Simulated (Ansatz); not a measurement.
## Profile along the Co–Si line in CoSi2 (fluorite type, space group Fm-3m)

CoSi₂ (fluorite type, space group Fm-3m)

```cif
data_Co4Si8
_chemical_formula_sum 'Co4 Si8'
_space_group_name_H-M_alt 'Fm-3m'
_space_group_IT_number 225
_space_group_name_Hall '-F 4 2 3'
_cell_length_a 5.31491
_cell_length_b 5.31491
_cell_length_c 5.31491
_cell_angle_alpha 90.000
_cell_angle_beta 90.000
_cell_angle_gamma 90.000
loop_
_atom_site_label
_atom_site_type_symbol
_atom_site_symmetry_multiplicity
_atom_site_Wyckoff_symbol
_atom_site_fract_x
_atom_site_fract_y
_atom_site_fract_z
_atom_site_occupancy
Co1 Co 4 a 0.00000 0.00000 0.00000 1
Si1 Si 8 c 0.25000 0.25000 0.25000 1
```
(The calculation used a cell of 3 atoms; values per cell refer to that cell.)

Fields along a shortest Co–Si line of a {110} plane (2.30 Å), from Co to Si, interpolated on the slice's grid (step about 0.3 Å). The numbers are results of r2SCAN (plane waves to 500 eV, PAW, scalar-relativistic; Ansatz, a first-principles code), not measurements. k mesh 15×15×15. These are valence fields of a PAW run, semicore shells included where kept as valence: close to a nucleus they are smooth pseudo fields. CoSi2 is run without spin polarisation. CoSi2 was relaxed with its symmetry unable to fall.

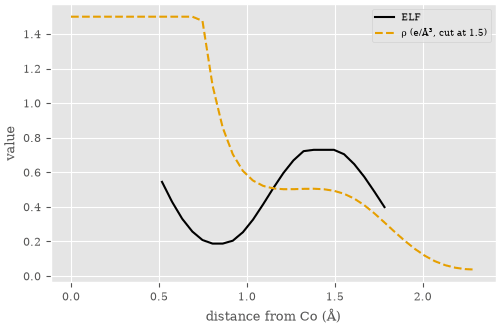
Fig. 1. ELF (away from the nuclei) and valence density from Co to Si.

Density on the Co–Si line (2.30 Å) at its midpoint: 0.51 e/Å³. ELF at that point: 0.5. ELF maximum in the middle third of the Co–Si line: 0.73, 1.4 Å from Co.
